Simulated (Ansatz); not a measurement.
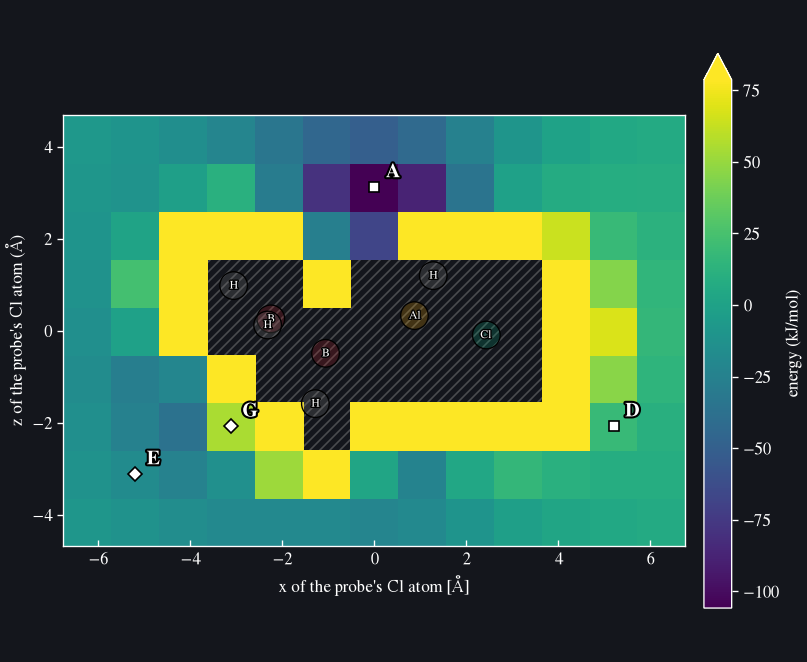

AlB₂ClH₄ (SMILES B[BH][AlH][Cl]) with the probe Cl-. The probe is moved over the plane through the molecule's long axis and the normal of its main plane. First axis: x of the probe's Cl atom. Second axis: z of the probe's Cl atom. Nothing is relaxed (molecule and probe rigid). The scan uses a 13 × 9 grid. At 20 points there is no value (left out of the scan, as a rule where atoms come close). Points are written as (first, second). Energies are in kJ/mol, from molecule and probe far apart, each relaxed in its own basis (no counterpoise correction). Energies and slopes of some neighbouring points disagree (a jump in structure or state, or too coarse a mesh). The calculation used RHF/def2-SVPD (Ansatz 0.2.0).

The picture shows one coloured cell a grid point, labelled circles for the molecule's atoms, projected on the plane, one colour for all values above the top of the scale, hatched blanks where no value was computed, lettered points.

**Rank the lettered points by energy, lowest first.**

A (−106 kJ/mol), E (−18 kJ/mol), D (19 kJ/mol), G (55 kJ/mol).
